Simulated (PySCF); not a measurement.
**BF2H, SMILES `FBF`: what the electrons do**

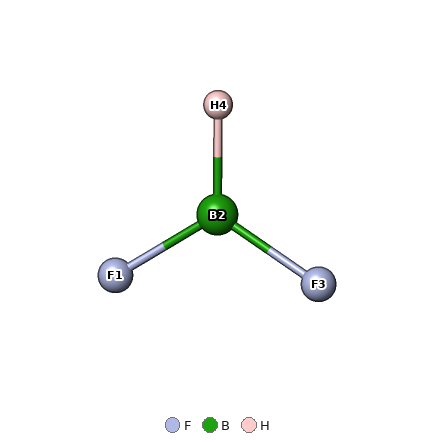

The molecule, with its atoms numbered as below. No frequency check shows the geometry to be a minimum.

Geometry (Å), atoms numbered from 1:

```
F1       1.1064    0.2221    0.0000
B2      -0.0000   -0.4719    0.0000
F3      -1.1063    0.2222    0.0000
H4      -0.0007   -1.6395    0.0000
```

## 1. Bonding charge

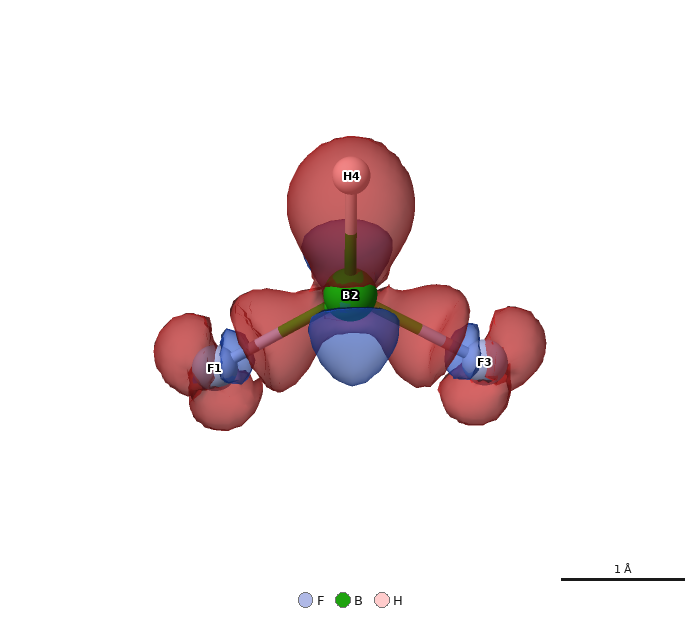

Deformation density (molecule less spherical, spin-averaged free atoms at the same positions), surfaces at ±0.15 e/Å³; red: gain, blue: loss.

Computed with PySCF, PBE/def2-TZVP, geometry: GFN2-xTB.

Question: Describe the bonding that the map shows.

Answer: B2–H4: +0.56 e/Å³ at the bond critical point (bond length 1.17 Å, Mayer order 1.0). F1–B2 and B2–F3: +0.31 e/Å³ at the bond critical point (bond length 1.31 Å, Mayer order 1.3). In all, 0.8 electrons gather in the regions of gain relative to the promolecule.

Question: Where do the Hirshfeld charges lie?

Answer: The highest Hirshfeld charge is on B2 (+0.28 e), the lowest on F1 and F3 (−0.12 e).

## 2. Electrostatic potential

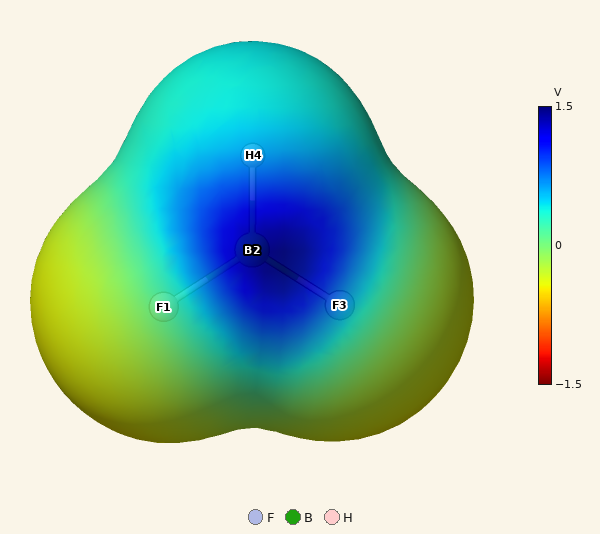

Electrostatic potential on the surface of electron density 0.001 a.u.

Question: Where are the extremes of the potential on the surface?

Answer: Highest: 1.49 V, off the molecular plane, over B2 (1.8 Å), and at like points elsewhere. Further maxima include 0.42 V, 1.4 Å from H4. Lowest: −0.47 V, 1.7 Å from F1, and at like points elsewhere. The surface is sampled at points, so like sites can differ by a few per cent and only the strongest of them is named.

## 3. In an electric field

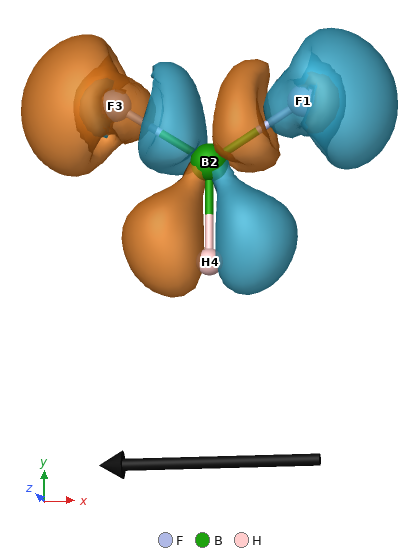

Change of the electron density in a uniform field of 0.21 V/Å along −x (arrow), surfaces at ±0.0015 e/Å³ (light blue: gain, orange: loss).

PySCF calculation, PBE/def2-TZVP, gas phase; geometry: GFN2-xTB. A basis without diffuse functions makes polarisabilities too small.

The field was applied in both directions; the picture shows the one opposite to the script's first.

Question: What dipole is induced, and what polarisability does it imply?

Answer: The induced dipole is 0.18 D (along the field); α along this axis, from the fields in both directions, is 17 bohr³ (2.6 Å³).

## 4. Removing or adding an electron

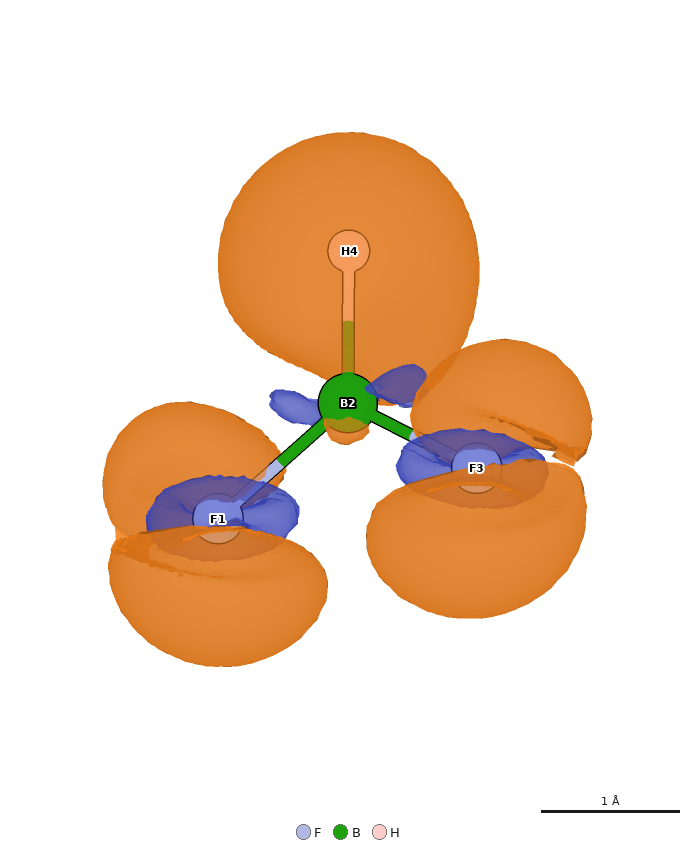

Fukui function f⁻ = ρ(N) − ρ(N−1) at fixed geometry, surfaces at ±0.03 e/Å³ (orange positive, blue negative).

Method: PBE/def2-TZVP; geometry: GFN2-xTB; program: PySCF.

Question: Which atoms respond most to the removal of an electron?

Answer: f⁻ (Hirshfeld-condensed) is largest on H4 (0.26), B2 (0.26) and F1 and F3 (0.24 each); the vertical ionisation energy is 13.62 eV. Condensed values hint at sites of electrophilic attack but needn't mark the atom that reacts. Shares this close don't rank the sites. Orbital relaxation makes it negative in places (0.08 e in all).
